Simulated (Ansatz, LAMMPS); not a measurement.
**Relaxing amorphous 25SiO2-75GeO2 (mol %) (96 atoms)**

Wanted: the relaxed structure of amorphous 25SiO2-75GeO2 (mol %) (96 atoms) and its electronic structure.

Program: Ansatz 0.2.0. Level of theory: Kohn-Sham DFT, PBE, PAW (set soft_2), plane waves. Results are calculated unless marked as measured.

## (1) Set-up

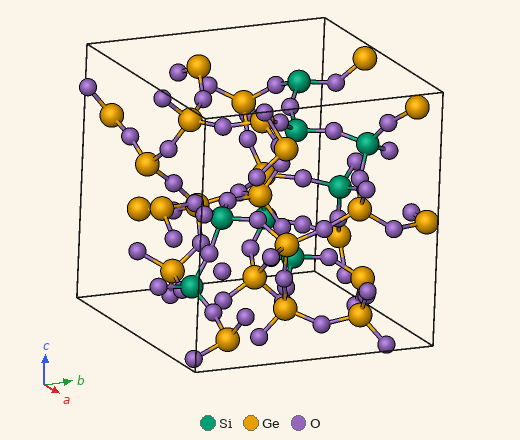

Start, viewed slightly off an axis; silicon teal, germanium orange, oxygen purple. Bonds to atoms that aren't drawn are left out. Some periodic images of atoms are drawn too.

The cell holds 96 atoms: 8 Si, 24 Ge and 64 O. Its edges and angles: a = 11.460 Å, b = 11.460 Å, c = 11.460 Å, α = 90.0°, β = 90.0°, γ = 90.0°. 96 atoms (8 Si, 24 Ge, 64 O) placed at random at 3.3 g/cm³, melted at 5000 K for 10 ps at fixed volume with the Morse and Coulomb pair potential with partial charges (Pedone, Malavasi, Menziani, Cormack and Segre, J. Phys. Chem. B 110, 11780 (2006)). Quenched from 5000 K to 300 K at 50 K/ps and fixed volume, held 5 ps, then minimised at fixed cell.

What the set-up can't give: The quench rate of 50 K/ps is orders of magnitude faster than experiment, which tends to freeze in extra defects. The starting topology of bonds comes from the classical model. Only the Γ point is sampled, in a cell whose shortest periodic width is 11 Å.

## (2) The classical run that made the cell

A classical potential makes the cell, at a small fraction of what the same run would cost in DFT.

This step: classical MD, Morse and Coulomb pair potential with partial charges (Pedone, Malavasi, Menziani, Cormack and Segre, J. Phys. Chem. B 110, 11780 (2006)) (LAMMPS 22 Jul 2025 - Update 4).

in.lmp reads:

```
# melt-quench of Si8Ge24O64
units metal
atom_style charge
boundary p p p
region box block 0 11.4603 0 11.4603 0 11.4603
create_box 3 box
mass 1 28.0850   # Si
mass 2 72.6300   # Ge
mass 3 15.9990   # O
create_atoms 1 random 8 39565 NULL overlap 1.5 maxtry 2000
create_atoms 2 random 24 39572 NULL overlap 1.5 maxtry 2000
create_atoms 3 random 64 39579 NULL overlap 1.5 maxtry 2000
pair_style hybrid/overlay pedone 5.5 coul/long 8.0
pair_coeff * * coul/long
pair_coeff 1 3 pedone 0.340554 2.006700 2.100000 1   # Si-O
pair_coeff 2 3 pedone 0.158118 2.294230 2.261313 5   # Ge-O
pair_coeff 3 3 pedone 0.042395 1.379316 3.618701 22   # O-O
set type 1 charge 2.4
set type 2 charge 2.4
set type 3 charge -1.2
kspace_style pppm 1.0e-4
neigh_modify delay 0 every 1 check yes
thermo_style custom step time temp pe press density
thermo_modify norm yes
timestep 0.002
thermo 100
min_style cg
minimize 1e-4 1e-4 200 2000
reset_timestep 0
velocity all create 5000 39566 mom yes dist gaussian
fix lim all nve/limit 0.05
fix lan all langevin 5000 5000 0.2 39567 zero yes
thermo 500
run 1000 post no
# [... 10 lines left out ...]
thermo 1250
fix md all nvt temp 300 300 0.2
run 2500 post no
unfix md
thermo 100
min_style cg
minimize 0 1e-3 2000 20000
write_dump all custom glass.dump id type xs ys zs modify sort id
```

On the command line:

```sh
$ lmp -in in.lmp -log none -nocite
```

Numbers of over 12 decimals in the logs are rounded to 6 here.

What it wrote:

```text
LAMMPS (22 Jul 2025 - Update 4)
Created orthogonal box = (0 0 0) to (11.4603 11.4603 11.4603)
Created 8 atoms
Created 24 atoms
Created 64 atoms
PPPM initialization ...
  G vector (1/distance) = 0.37773175
  grid = 12 12 12
  estimated relative force accuracy = 7.8497095e-05
   Step          Time           Temp          PotEng         Press         Density
         0   0              0             -1.1726879      492559.79      3.3005352
        81   0.162          0             -16.618082     -23080.508      3.3005352
Loop time of 0.043763 s on 1 MPI rank(s) for 81 steps with 96 atoms
Minimization stats:
  Stopping criterion = energy tolerance
[... 36 lines left out ...]
     55000   110            280.7575      -16.820035     -935.13872      3.3005352
     55500   111            289.92048     -16.819272     -4816.826       3.3005352
Loop time of 0.77956 s on 1 MPI rank(s) for 2500 steps with 96 atoms
   Step          Time           Temp          PotEng         Press         Density
     55500   111            289.92048     -16.819272     -4816.826       3.3005352
     55516   111.032        289.92048     -16.854305     -641.46286      3.3005352
Loop time of 0.0247661 s on 1 MPI rank(s) for 16 steps with 96 atoms
Minimization stats:
  Stopping criterion = linesearch alpha is zero
  Energy initial, next-to-last, final =
     -16.8192722012499  -16.8543052194387  -16.8543052194387
  Force two-norm initial, final = 12.551186 0.54175243
  Iterations, force evaluations = 16 65
```

The job ended after 19 s (1 thread of Arm Neoverse V2, shared host; peak memory 0.072 GiB).

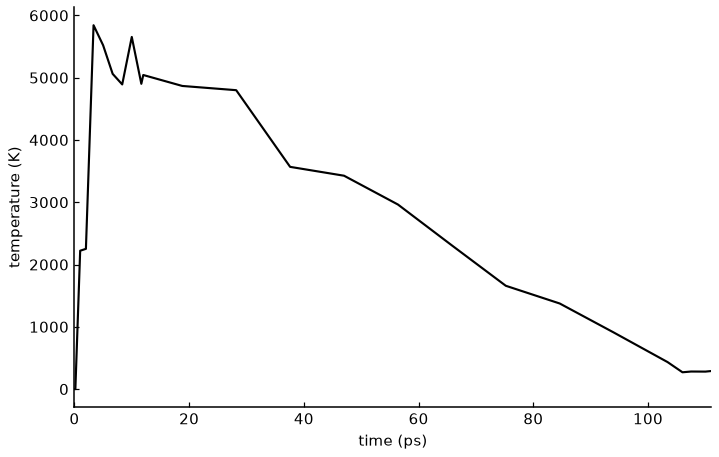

Temperature, plotted against time.

## (3) Single point at the start

The forces at the start show how far the geometry lies from a minimum of this functional.

input.yaml reads:

```yaml
crystal:
  lattice:
    - [11.4603, 0.0, 0.0]
    - [0.0, 11.4603, 0.0]
    - [0.0, 0.0, 11.4603]
  atoms:
    - { symbol: Si, position: [0.71608, 0.83564, 0.73051] }
    - { symbol: Si, position: [0.10331, 0.73101, 0.26866] }
    - { symbol: Si, position: [0.62545, 0.16309, 0.21015] }
    - { symbol: Si, position: [0.52295, 0.63691, 0.24822] }
    - { symbol: Si, position: [0.31434, 0.74103, 0.86766] }
    - { symbol: Si, position: [0.39909, 0.88858, 0.46158] }
    - { symbol: Si, position: [0.53609, 0.62457, 0.75262] }
    - { symbol: Si, position: [0.61965, 0.28128, 0.4669] }
    - { symbol: Ge, position: [0.27192, 0.95748, 0.22382] }
    - { symbol: Ge, position: [0.3535, 0.2183, 0.18628] }
    - { symbol: Ge, position: [0.82936, 0.45347, 0.40496] }
    - { symbol: Ge, position: [0.25573, 0.34479, 0.95026] }
    - { symbol: Ge, position: [0.92208, 0.9927, 0.4662] }
    - { symbol: Ge, position: [0.87554, 0.19522, 0.07211] }
    - { symbol: Ge, position: [0.03078, 0.10101, 0.71718] }
    - { symbol: Ge, position: [0.89832, 0.71951, 0.53849] }
    - { symbol: Ge, position: [0.73574, 0.5049, 0.12155] }
    - { symbol: Ge, position: [0.48385, 0.50814, 0.49355] }
    - { symbol: Ge, position: [0.25268, 0.64014, 0.49397] }
    - { symbol: Ge, position: [0.68743, 0.40077, 0.85745] }
    - { symbol: Ge, position: [0.09708, 0.62216, 0.73375] }
    - { symbol: Ge, position: [0.8837, 0.74658, 0.11444] }
    - { symbol: Ge, position: [0.30218, 0.12029, 0.60241] }
    - { symbol: Ge, position: [0.62614, 0.88312, 0.16854] }
    - { symbol: Ge, position: [0.91073, 0.93954, 0.92106] }
    - { symbol: Ge, position: [0.64433, 0.01417, 0.53981] }
    - { symbol: Ge, position: [0.97283, 0.36009, 0.83497] }
    - { symbol: Ge, position: [0.28009, 0.34957, 0.41048] }
    - { symbol: Ge, position: [0.28494, 0.60155, 0.10148] }
    - { symbol: Ge, position: [0.01639, 0.23964, 0.32928] }
    - { symbol: Ge, position: [0.42835, 0.95696, 0.96993] }
    - { symbol: Ge, position: [0.4743, 0.20607, 0.81916] }
    - { symbol: O, position: [0.92526, 0.33886, 0.39705] }
    - { symbol: O, position: [0.6236, 0.1637, 0.53914] }
    - { symbol: O, position: [0.27423, 0.47846, 0.01956] }
    - { symbol: O, position: [0.97821, 0.23844, 0.7379] }
    - { symbol: O, position: [0.36706, 0.90316, 0.32661] }
    - { symbol: O, position: [0.37051, 0.31001, 0.85935] }
    - { symbol: O, position: [0.95431, 0.82647, 0.01001] }
    - { symbol: O, position: [0.32457, 0.9894, 0.52963] }
    - { symbol: O, position: [0.60542, 0.27851, 0.82326] }
    - { symbol: O, position: [0.87311, 0.05661, 0.00987] }
    - { symbol: O, position: [0.99749, 0.69377, 0.64805] }
    - { symbol: O, position: [0.91085, 0.29487, 0.96794] }
    - { symbol: O, position: [0.39086, 0.61396, 0.20793] }
    - { symbol: O, position: [0.5054, 0.36162, 0.49301] }
    - { symbol: O, position: [0.80293, 0.87442, 0.8345] }
    - { symbol: O, position: [0.00907, 0.00667, 0.83148] }
    - { symbol: O, position: [0.53118, 0.92794, 0.48693] }
    - { symbol: O, position: [0.94556, 0.84288, 0.46135] }
    - { symbol: O, position: [0.95583, 0.03393, 0.60568] }
    - { symbol: O, position: [0.77182, 0.00309, 0.45956] }
    - { symbol: O, position: [0.41046, 0.65846, 0.80486] }
    - { symbol: O, position: [0.12399, 0.32665, 0.88986] }
    - { symbol: O, position: [0.62452, 0.23244, 0.33386] }
    - { symbol: O, position: [0.3173, 0.70868, 0.0039] }
    - { symbol: O, position: [0.56021, 0.77101, 0.24448] }
    - { symbol: O, position: [0.73822, 0.20052, 0.13847] }
    - { symbol: O, position: [0.14435, 0.31886, 0.35273] }
    - { symbol: O, position: [0.41726, 0.14838, 0.69286] }
    - { symbol: O, position: [0.03413, 0.50317, 0.79422] }
    - { symbol: O, position: [0.97149, 0.21811, 0.18736] }
    - { symbol: O, position: [0.78832, 0.46838, 0.2588] }
    - { symbol: O, position: [0.8297, 0.61313, 0.07543] }
    - { symbol: O, position: [0.17389, 0.10872, 0.67579] }
    - { symbol: O, position: [0.1588, 0.86074, 0.24531] }
    - { symbol: O, position: [0.82246, 0.40899, 0.79756] }
    - { symbol: O, position: [0.62717, 0.02203, 0.22523] }
    - { symbol: O, position: [0.36275, 0.87231, 0.86341] }
    - { symbol: O, position: [0.60648, 0.57149, 0.15972] }
    - { symbol: O, position: [0.97, 0.73003, 0.23522] }
    - { symbol: O, position: [0.2777, 0.2522, 0.06608] }
    - { symbol: O, position: [0.78274, 0.77405, 0.61922] }
    - { symbol: O, position: [0.36115, 0.32983, 0.28693] }
    - { symbol: O, position: [0.76396, 0.8312, 0.14683] }
    - { symbol: O, position: [0.49701, 0.18771, 0.15772] }
    - { symbol: O, position: [0.51082, 0.57896, 0.61884] }
    - { symbol: O, position: [0.53656, 0.58028, 0.37652] }
    [... 12 atom lines left out ...]
    - { symbol: O, position: [0.54907, 0.89693, 0.03887] }
    - { symbol: O, position: [0.15002, 0.68037, 0.3937] }
    - { symbol: O, position: [0.29071, 0.24083, 0.51156] }
    - { symbol: O, position: [0.33062, 0.96229, 0.08602] }
    - { symbol: O, position: [0.18644, 0.70916, 0.81984] }
    - { symbol: O, position: [0.19755, 0.5941, 0.62205] }
kpoints:
  mp_grid: { grid: [1, 1, 1] }
hamiltonian:
  xc: pbe
scf:
  occupations: { method: fermi_dirac, width: 0.025 }
output:
  forces: true
```

On the command line:

```sh
$ ansatz run input.yaml --threads 4 --pin off --max-ram 8192MiB --backend cpu --events-out ev --progress --plain --runs-dir out
```

What it wrote:

```text
Engine: ansatz 0.2.0, aarch64-unknown-linux-gnu
Pseudopotentials: kind: paw
Pseudopotential: Si, paw, valence charge 4, recommended cutoff 420 eV (normal), Si.paw.azcp
Pseudopotential: Ge, paw, valence charge 14, recommended cutoff 420 eV (normal), Ge.paw.azcp
Pseudopotential: O, paw, valence charge 6, recommended cutoff 420 eV (normal), O.paw.azcp
Functional definition: PBE
  parameter kappa = 0.804
  parameter beta = 0.066725
  exchange = pbe_x(kappa = kappa, mu = beta*pi^2/3)
  correlation = pbe_c(beta = beta)
Crystal: 96 atoms, lattice volume = 1505.178 Å³
Basis set: ecut = 420 eV, 29423 PW (Γ), exchange–correlation on 160×160×160 points (8 copies of the dense FFT grid, shifted against one another)
Bands: 472, of which v1, the nominal top of the filled ones, is band 376 counted from 1 (375 counted from 0)
Symmetry: 1 space group operations
Space group: P1 (ITA 1), of the structure as read, at distance tolerance 1.1e-4 Å
k-points: 1
Non-local potential: Si, projectors of the file, l = 0: 2, l = 1: 2, l = 2: 2
Non-local potential: Ge, projectors of the file, l = 0: 2, l = 1: 2, l = 2: 3, l = 3: 1
Non-local potential: O, projectors of the file, l = 0: 2, l = 1: 2, l = 2: 1
PAW form: soft (Blöchl's): semilocal exchange-correlation on the pseudo side does not see the compensation charge
PAW one-centre angular grid: Si, 110 points (default); XC on 64 Gauss nodes
PAW one-centre angular grid: Ge, 590 points (default); XC on 64 Gauss nodes
PAW one-centre angular grid: O, 110 points (default); XC on 64 Gauss nodes
Initial density: superposition of atomic densities (neutral atoms: chi_scale 0, normalization atom), corrected by the library's trained network
Initial wavefunctions: pseudopotential atomic-orbital guess
Functional: x = pbe(κ = 0.804, μ = 0.219515), c = pbe(β = 0.066725)
SCF iter   1: F=—  HF=-144488.642082 eV  |F-HF|=—  |Δ(HF+E_count)|=         —  Δρ=2.78e-3  dr2=1.89e-1  ethr=1.77e-3  ⟨swp⟩=5.0  Hψ=1769  notcnv=0  defer=74
preconditioner: auto → Resta (q_TF=auto, 2.430 Å⁻¹)  ε∞=2.7  [insulator: Δε(μ)=2.074 eV  Ē_g=20.416 eV  σ=0.025 eV  W_gap=1.00  n_scr=364 (ndim 8)  ℏωp=26.2 eV  f_vac=0.281  D(μ)=0.00/eV (n_scr^D=0)  ε∞_Penn≈2.7]
SCF iter   2: F=—  HF=-144488.630059 eV  |F-HF|=—  |Δ(HF+E_count)|=   1.20e-2  Δρ=1.50e-3  dr2=3.88e-2  ethr=2.51e-5  ⟨swp⟩=2.0  Hψ=808  notcnv=0  defer=87
SCF iter   3: F=—  HF=-144488.626009 eV  |F-HF|=—  |Δ(HF+E_count)|=   4.05e-3  Δρ=6.93e-4  dr2=9.56e-3  ethr=5.15e-6  ⟨swp⟩=2.0  Hψ=770  notcnv=0  defer=51
automatic band count: iteration 3 solves 436 bands in place of 472: the levels show a gap, and the empty bands left out lie too high to hold charge; the band table lists the bands solved (type scf.n_extra_bands for more)
SCF iter   4: F=—  HF=-144488.624593 eV  |F-HF|=—  |Δ(HF+E_count)|=   1.42e-3  Δρ=2.19e-4  dr2=8.24e-4  ethr=1.27e-6  ⟨swp⟩=2.0  Hψ=649  notcnv=0  defer=51
SCF iter   5: F=—  HF=-144488.624630 eV  |F-HF|=—  |Δ(HF+E_count)|=   3.78e-5  Δρ=1.32e-4  dr2=2.25e-4  ethr=1.10e-7  ⟨swp⟩=2.0  Hψ=755  notcnv=0  defer=51
SCF iter   6: F=—  HF=-144488.624543 eV  |F-HF|=—  |Δ(HF+E_count)|=   8.74e-5  Δρ=3.30e-5  dr2=1.65e-5  ethr=2.99e-8  ⟨swp⟩=2.0  Hψ=755  notcnv=0  defer=51
SCF iter   7: F=—  HF=-144488.624838 eV  |F-HF|=—  |Δ(HF+E_count)|=   2.95e-4  Δρ=1.45e-5  dr2=3.13e-6  ethr=2.19e-9  ⟨swp⟩=2.0  Hψ=812  notcnv=0  defer=51
SCF iter   8: F=—  HF=-144488.624840 eV  |F-HF|=—  |Δ(HF+E_count)|=   2.00e-6  Δρ=7.48e-6  dr2=7.39e-7  ethr=4.16e-10  ⟨swp⟩=2.0  Hψ=761  notcnv=0  defer=51
SCF iter   9: F=-144488.624840 eV  HF=-144488.624840 eV  |F-HF|=2.46e-8  |Δ(HF+E_count)|=   7.95e-9  Δρ=2.14e-6  dr2=6.58e-8  ethr=1.33e-11  ⟨swp⟩=3.0  Hψ=1576  notcnv=0
SCF 1 converged in 9 iterations: F = -144488.624840 eV  dr2 = 6.58e-8
  greatest PAW one-centre occupation: 0.999 electrons in one spin orbital (limit 2), on the Ge atom at site 26 (counted from 0), in its partial waves of l = 2
SCF converged after 9 iterations
Free energy (F): -144488.624840 eV
Harris-Foulkes:  -144488.624840 eV  (|F-HF|=2.46e-8)
Internal energy: -144488.624840 eV  (E = F + TS)
E sigma→0 (E₀):  -144488.624840 eV
Fermi energy:    3.822412 eV
--- Per-component energies (eV) ---
  E_band       = -7409.851451
  E_kinetic    = 14349.241451
  E_local      = -112163.949098  (includes V_loc(G=0)·N_el)
  E_nonlocal   = 13529.437553
  E_hartree    = 47469.178412
  E_xc         = -6934.842605
  E_vxc        = -7902.843519  (∫ρ·V_xc dr)
  E_paw        = -62924.574313  (= ΣΔE_a)
  E_vpaw       = -10160.249837  (= ΣTr[D̂ρ^β])
  E_aug_tail   = 0.171409  (compensation charges beyond the density's cutoff)
  E_ewald      = -37813.287649
  E_smearing   = -0.000000  (= −TS)
  E_closure    = 0.000000  (closes the sum)
  Σ components = -144488.624840   (vs F -144488.624840, Δ=0.00e0)
--- Forces (eV/Å), atoms counted from 1 ---
  atom   1  Si     1.15659210    -0.49422155    -1.19159831
  atom   2  Si     2.90621860     0.13741276    -1.04571712
  atom   3  Si    -0.40574206    -0.46953619     0.77087215
  atom   4  Si     0.00155631    -0.15316328    -1.09064073
  atom   5  Si     0.61360891    -1.31360329     0.69076216
  atom   6  Si    -1.17447382     0.93174513    -0.03918815
  atom   7  Si     0.18549440     0.27360398     0.14064600
  atom   8  Si     0.98206097     0.17654529    -2.32190376
  atom   9  Ge     0.83034996    -0.18137650    -0.17073738
  atom  10  Ge     0.18630764    -0.68583500    -0.01235875
  atom  11  Ge    -0.13519265    -0.15511598    -1.15890772
  atom  12  Ge     0.08761788     0.30481770     0.21569155
  atom  13  Ge    -0.37162935     0.69676958     1.06742180
  atom  14  Ge     0.21686495    -0.36002445    -0.31695548
[...]
atom  95  O     -0.78465467     0.83041773     0.18194848
  atom  96  O      0.99369114    -1.26920726    -0.07166476
  max |Σ_I F_I| component: 1.16e-4 eV/Å
```

Run time: 16 s. Hardware: 4 threads of Arm Neoverse V2, shared host; peak memory 2.1 GiB.

The run gave:

| Item | Value |
| --- | --- |
| free energy | -144488.6248 eV |
| free energy per atom | -1505.0898 eV/atom |
| SCF cycles | 9 |
| r.m.s. force component | 0.7288 eV/Å |
| longest force | 3.092 eV/Å |
| Fermi energy | 3.822 eV |

The r.m.s. force component of 0.73 eV/Å sets the starting point.

Neighbours are counted within 2.23 Å (O-Ge), 2.02 Å (O-Si).

Length of the force by element and coordination:

```csv
element,coordination,atoms,mean length of the force (eV/Å),spread,least,most
Ge,all,24,0.964,0.410,0.384,1.76
Ge,4,23,0.954,0.417,0.384,1.76
Ge,5,1,1.18,0,1.18,1.18
O,all,64,1.16,0.469,0.182,2.11
O,2,63,1.17,0.462,0.182,2.11
O,3,1,0.389,0,0.389,0.389
Si,all,8,1.61,0.812,0.359,3.09
```

[end of part 1 of 4]

[Logs are printed without paths, hosts, clocks, repeated set-up lines and the standing remarks that a program may print on its own settings, such as how far it seeks lower states.]

[Hosts, paths, dates, database ids (printed as entryN), source tags and the programs' standing remarks are cut or masked in the printed files.]
